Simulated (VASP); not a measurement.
Shape and ions are relaxed at each volume.

Energy against volume of TiO2 (anatase). All values below come from vdW-DF2, VASP's PBE PAW potentials (set 64) (plane waves; VASP).

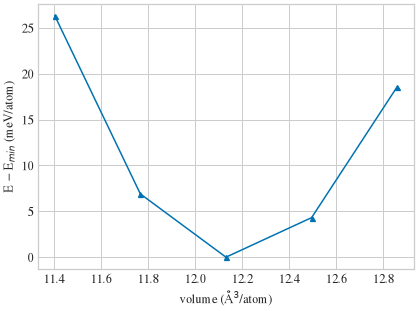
*Energy against volume*

**Question.** Estimate the equilibrium volume and the bulk modulus.

**Answer.** The minimum lies near 12.2 Å³/atom, and the curvature gives B0 of about 160 GPa.

The compound is TiO2 in the anatase structure, one of several forms; rutile is the usual stable one. It was relaxed first, which changed the volume by +7 %.
